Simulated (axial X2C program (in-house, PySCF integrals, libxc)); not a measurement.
# Linear NBO²⁺ at several levels

How do method and spin–orbit coupling move the bonds and stretches of NBO²⁺, held linear?

Program: an in-house X2C program for linear molecules on PySCF integrals. Level of theory: all-electron X2C, two-component (2c) or spin-free, N dyall-av3z, B dyall-v3z, O dyall-av3z. These are calculated values, not measurements.

All values are calculated.

2 further runs of the same task are left out: 2 set aside as unsound or not needed.

## (1) Set-up

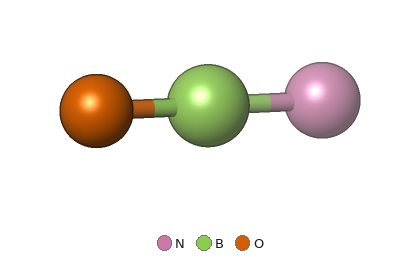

The atoms on one line, bonds 1.380 and 1.350 Å (nitrogen pink, boron green, oxygen orange).

The input, task.json:

```json
{"zs": [7, 5, 8], "q": 2, "bas": ["dyall-av3z", "dyall-v3z", "dyall-av3z"], "r0": [1.38, 1.35], "symm": 0, "scan": ["PBE0", "HF", "PBE"], "levels": ["PBE0", "HF", "TPSSh"], "nst": 2}
```

Keys: zs atomic numbers; q charge; bas basis sets; r0 starting distance in Å; symm equal bonds; scan levels of the two-bond scan (MP2 follows by itself at each HF point); levels methods; nst determinants followed.

The run is started by

```console
> python solin.py task.json out
```

Masses N 14.003, B 11.009, O 15.995 u.

## (2) Scan at PBE0, 2c

State: Ω = 2 (beyond evenly filled blocks: ω = 1/2, ω = 3/2). Energies above the lowest point, from the job's result record:

```tsv
r(N–B) (Å)	r(B–O) (Å)	E (meV)
1.4732	1.2694	25.53
1.4732	1.3020	20.91
1.4732	1.3345	73.12
1.5110	1.2694	4.56
1.5110	1.3020	0.00
1.5110	1.3345	52.19
1.5110	1.3671	150.47
1.5488	1.2694	13.63
1.5488	1.3020	8.91
1.5488	1.3345	60.84
1.5865	1.3020	41.55
1.5865	1.3671	190.45
```

A quadratic surface with cubic terms in each bond gives the minimum at 1.517 and 1.288 Å, force constants 3.22, 9.28 and coupling -0.03 mdyn/Å.

## (3) Scan at HF, 2c

State: Ω = 2 (beyond evenly filled blocks: ω = 1/2, ω = 3/2). Energies above the lowest point, from the job's result record:

```tsv
r(N–B) (Å)	r(B–O) (Å)	E (meV)
1.4732	1.2694	26.79
1.4732	1.3020	63.47
1.4732	1.3345	157.12
1.5110	1.2694	0.00
1.5110	1.3020	36.10
1.5110	1.3345	129.10
1.5110	1.3671	267.75
1.5488	1.2694	10.04
1.5488	1.3020	45.61
1.5488	1.3345	137.99
1.5865	1.3020	84.69
1.5865	1.3671	313.85
```

A quadratic surface with cubic terms in each bond gives the minimum at 1.518 and 1.268 Å, force constants 3.98, 10.5 and coupling -0.08 mdyn/Å.

## (4) Scan at PBE, 2c

State: Ω = 2 (beyond evenly filled blocks: ω = 1/2, ω = 3/2). Energies above the lowest point, from the job's result record:

```tsv
r(N–B) (Å)	r(B–O) (Å)	E (meV)
1.4732	1.2694	49.48
1.4732	1.3020	16.35
1.4732	1.3345	37.25
1.5110	1.2694	31.11
1.5110	1.3020	0.00
1.5110	1.3345	22.80
1.5110	1.3671	89.39
1.5488	1.2694	38.33
1.5488	1.3020	8.95
1.5488	1.3345	33.29
1.5865	1.3020	37.79
1.5865	1.3671	132.51
```

A quadratic surface with cubic terms in each bond gives the minimum at 1.515 and 1.303 Å, force constants 2.75, 8.05 and coupling 0.20 mdyn/Å.

## (5) The levels side by side

| level | r(N–B) (Å) | r(B–O) (Å) | lower stretch (cm⁻¹) | upper stretch (cm⁻¹) |
| --- | --- | --- | --- | --- |
| PBE0, 2c | 1.517 | 1.288 | 714.8 | 1674.0 |
| HF, 2c | 1.518 | 1.268 | 786.4 | 1798.7 |
| PBE, 2c | 1.515 | 1.303 | 673.0 | 1529.2 |
| MP2, 2c | 1.529 | 1.293 | 735.9 | 1713.1 |
| PBE0, spin-free | 1.517 | 1.288 | 714.9 | 1673.9 |
| HF, spin-free | 1.518 | 1.268 | 786.5 | 1798.7 |
| PBE, spin-free | 1.515 | 1.303 | 673.2 | 1529.1 |
| MP2, spin-free | 1.529 | 1.293 | 736.0 | 1713.1 |

Scans not shown above were run alike.

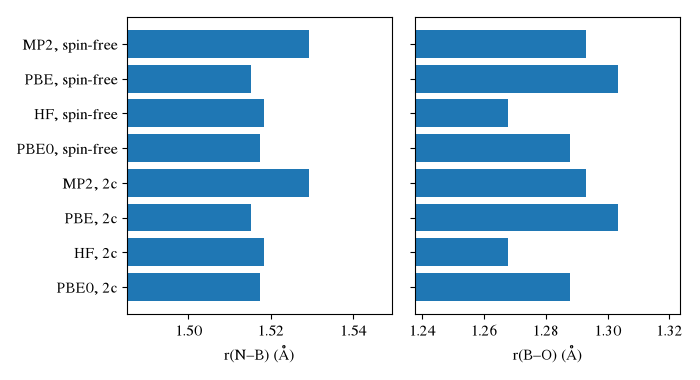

The two bond lengths by level.

**Reading.** Over the levels the N–B bond spans 1.515 to 1.529 Å and the B–O bond 1.268 to 1.303 Å. At PBE0 spin–orbit coupling leaves both bonds unchanged to 0.001 Å. Each state is one determinant, the lowest of a limited PBE0 search; the stretches come from a fit to few points and are good to some per cent at best. MP2 freezes inner shells (threshold -2 hartree). A multiply charged ion may be only metastable. The molecule was held linear; bending was not examined, so a bent shape may lie lower. Open-shell Ω = 0 determinants with evenly filled partner blocks cannot be reached by this program, so the Ω shown need not be the lowest component. Note: functional without a current term on a determinant with orbital currents, of the molecule or an atom. Note: several unpaired electrons, one determinant need not be a pure state.
